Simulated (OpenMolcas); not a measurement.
**C2H6S (dimethyl sulfide): a first try and a second**

Wanted: the energy of C2H6S (dimethyl sulfide), CPF/ANO-XS-MB (DKH2).

The calculation is run with OpenMolcas 26.06.

**1. The molecule**

The species is C2H6S (9 atoms), typed as a singlet with charge 0. SMILES: `CSC`. Geometry: relaxed at PBE0-D4/def2-TZVP.

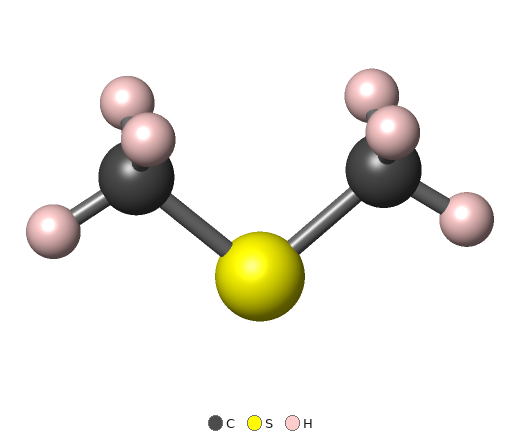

The structure, seen from a chosen angle (carbon dark grey, sulfur yellow, hydrogen pink).

**2. The input as first written**

Input file job.input:

```
* C2H6S CPF

&GATEWAY
  XBAS
  C.ANO-XS-MB
  S.ANO-XS-MB
  H.ANO-XS-MB
  End of Basis
  ZMAT
  C1
  S2 1 1.795249
  C3 2 1.795228 1 99.41978
  H4 1 1.091968 2 111.23488 3 -61.27834
  H5 1 1.09044 4 108.70634 2 117.81037
  H6 1 1.091999 5 108.70764 4 -119.31711
  H7 3 1.091924 2 111.23508 1 61.29429
  H8 3 1.090445 7 108.70367 2 -117.81096
  H9 3 1.091982 8 108.70535 7 119.31639
  End of ZMAT

&SEWARD

&SCF
  PrOrbitals = 1 1

&MOTRA
  Frozen = 7

&GUGA
  Electrons = 20
  Spin = 1
  Inactive = 10
  Active = 0
  CIAll = 1

&CPF
  CPF
```

On the command line:

```
$ export MOLCAS_MEM=1860
$ pymolcas job.input > job.log
```

What it wrote:

```text
--- Start Module: gateway ---

                                              &GATEWAY

                       available to each process: 1.9 GB of memory, 1 thread

++    Symmetry information:
      ---------------------

                    Character Table for C1

                             E
                    a        1  x, y, xy, Rz, z, xz, Ry, yz, Rx, I
--

++    Basis set information:
      ----------------------

      Basis set label: C.ANO-XS...2S1P.

      Electronic valence basis set:
      ------------------
      Associated Effective Charge   6.000000 au
      Associated Actual Charge      6.000000 au
      Nuclear Model: Point charge

      Shell  nPrim  nBasis  Cartesian Spherical Contaminant
         s       8       2        X
         p       4       1        X

      Basis set label: S.ANO-XS...3S2P.

      Electronic valence basis set:
      ------------------
      Associated Effective Charge  16.000000 au
      Associated Actual Charge     16.000000 au
      Nuclear Model: Point charge

      Shell  nPrim  nBasis  Cartesian Spherical Contaminant
         s      11       3        X
         p       7       2        X

      Basis set label: C.ANO-XS...2S1P.

[... 134 lines left out ...]
      Nuclear repulsion energy =  111.39704816
[... 41 lines left out ...]
                                   SCF        iterations: Energy and convergence statistics
[... 16 lines left out ...]
 *                                             SCF/KS-DFT Program, Final results                                             *
[... 89 lines left out ...]
      Dipole Moment (debye):
[... 37 lines left out ...]
      Nuclear repulsion energy =  111.39704816
[... 184 lines left out ...]
  ITER      TOTAL ENERGY          CORR ENERGY           DECREASE
[... 8 lines left out ...]
     FINAL CPF ENERGY         -476.32044810
[... 37 lines left out ...]
      Title:  CPF natural orbitals
[... 25 lines left out ...]
++    Molecular charges:
      ------------------

      Mulliken charges per centre and basis function type
      ---------------------------------------------------

                C1      S2      C3      H4      H5      H6      H7      H8      H9
      1s       1.9998  2.0000  1.9998  0.7598  0.7483  0.7598  0.7598  0.7483  0.7598
      2s       1.3462  2.0004  1.3462  0.0000  0.0000  0.0000  0.0000  0.0000  0.0000
      2px      1.2247  2.0001  1.0662  0.0000  0.0000  0.0000  0.0000  0.0000  0.0000
[... 8 lines of this table left out ...]
      N-E     -0.8511  0.2380 -0.8512  0.2402  0.2517  0.2402  0.2402  0.2517  0.2402

      Total electronic charge=   34.000000

      Total            charge=    0.000000
--

++    Molecular properties:
      ---------------------

      Dipole Moment (debye):
      Origin of the operator (angstrom)=    0.4457    0.0000    1.4174
                   X=  6.8969E-01               Y=  1.9918E-05               Z= -5.8464E-01           Total=  9.0414E-01
      Quadrupole Moment (debye*angstrom):
      Origin of the operator (angstrom)=    0.4457    0.0000    1.4174
                  XX= -3.2286E+01              XY= -2.2186E-04              XZ=  1.0087E+00              YY= -3.2979E+01
                  YZ=  1.0237E-04              ZZ= -3.1951E+01
      In traceless form (debye*angstrom)
                  XX=  1.7949E-01              XY= -3.3279E-04              XZ=  1.5130E+00              YY= -8.6096E-01
                  YZ=  1.5356E-04              ZZ=  6.8148E-01
--

--- Stop Module: cpf /rc=_RC_ALL_IS_WELL_ ---

.##################.
.# Happy landing! #.
.##################.

    Timing: Wall=1.20 User=0.86 System=0.32
```

Wall time 1.4 s (1 thread of Intel Xeon 6975P-C (Granite Rapids), shared host); peak memory 0.37 GiB.

**3. What went wrong**

The run finished; that doesn't make the result usable.

Cause: the relativistic treatment doesn't match the basis. The sound run differs in this: relativity DKH2 in place of none.

**4. The mended input**

Input file job.inp:

```
&GATEWAY
  XBAS
  C.ANO-XS-MB
  S.ANO-XS-MB
  H.ANO-XS-MB
  End of Basis
  ZMAT
  C1
  S2 1 1.795249
  C3 2 1.795228 1 99.41978
  H4 1 1.091968 2 111.23488 3 -61.27834
  H5 1 1.09044 4 108.70634 2 117.81037
  H6 1 1.091999 5 108.70764 4 -119.31711
  H7 3 1.091924 2 111.23508 1 61.29429
  H8 3 1.090445 7 108.70367 2 -117.81096
  H9 3 1.091982 8 108.70535 7 119.31639
  End of ZMAT

&SEWARD
  Relativistic = R02E00

&SCF
  Iterations = 100
  PrOrbitals = 1

&MOTRA
  Frozen = 7

&GUGA
  Electrons = 20
  Spin = 1
  Inactive = 10
  Active = 0
  CIAll = 1

&CPF
  CPF
```

On the command line:

```
$ export MOLCAS_MEM=1860
$ pymolcas job.inp > job.log
```

What it wrote, shortened:

```text
--- Start Module: gateway ---
[...]
     FINAL CPF ENERGY         -477.67107176
[...]
      Total electronic charge=   34.000000
      Total            charge=    0.000000
[...]
      Dipole Moment (debye):
      Origin of the operator (angstrom)=    0.4457    0.0000    1.4174
                   X=  6.8949E-01               Y=  2.0045E-05               Z= -5.8447E-01           Total=  9.0388E-01
      Quadrupole Moment (debye*angstrom):
[...]
--- Stop Module: cpf /rc=_RC_ALL_IS_WELL_ ---
[...]
```

Wall time 1.5 s (1 thread of Intel Xeon 6975P-C (Granite Rapids), shared host); peak memory 0.37 GiB.

**5. What came out**

Level: CPF/ANO-XS-MB (DKH2).

| quantity | value |
| --- | --- |
| total energy | -477.67107 Eh |
| dipole moment (mean-field density) | 1.09 D |
| HOMO energy (Hartree–Fock orbitals) | -10.69 eV |
| LUMO energy (Hartree–Fock orbitals) | 6.45 eV |
| HOMO–LUMO gap (Hartree–Fock orbitals) | 17.14 eV |
| correlation energy (7 core orbitals frozen) | -150.7 mEh |

What this shows: The first attempt's energy was +36.752 eV off this one.
